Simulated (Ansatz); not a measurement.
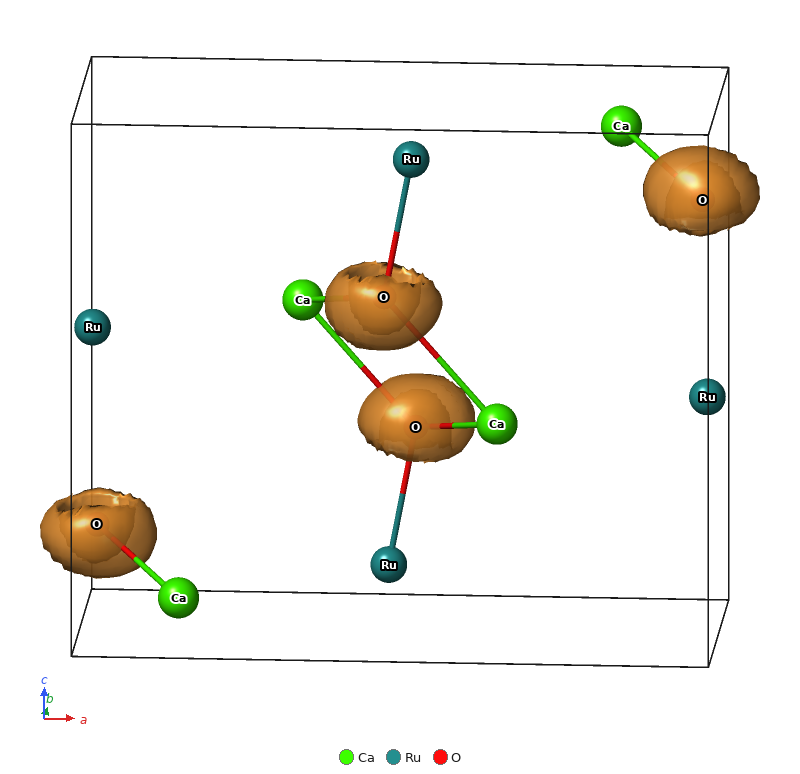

*CaRuO. Isosurface of the ELF at 0.8 (orange), seen at an oblique angle. Core shells and regions of very low density are left out. Sticks mark near contacts.*

Space group Pnma; a generated structure, not necessarily the stable one; computed without spin polarisation.

All numbers below come from Ansatz, DFT PBE, scalar-relativistic, plane waves, PAW.

Question: Identify the bonds, lone pairs and shells in this picture.

Answer: The ELF exceeds this value in four regions wrapped around O (the valence shell of each), counted in one cell of 12 atoms. Any copies at cell faces, edges or corners count once. Profiles from the grid: Ru–O (1.92 Å): the ELF peaks at about 0.80 in the valence shell of O, 0.6 Å from its nucleus, and drops to about 0.25 between the two atoms; no shared electron pair shows on this line. Ca–O (2.28 Å): the ELF peaks at about 0.85 in the valence shell of O, 0.6 Å from its nucleus, and drops to about 0.10 between the two atoms: a closed-shell, largely ionic contact.
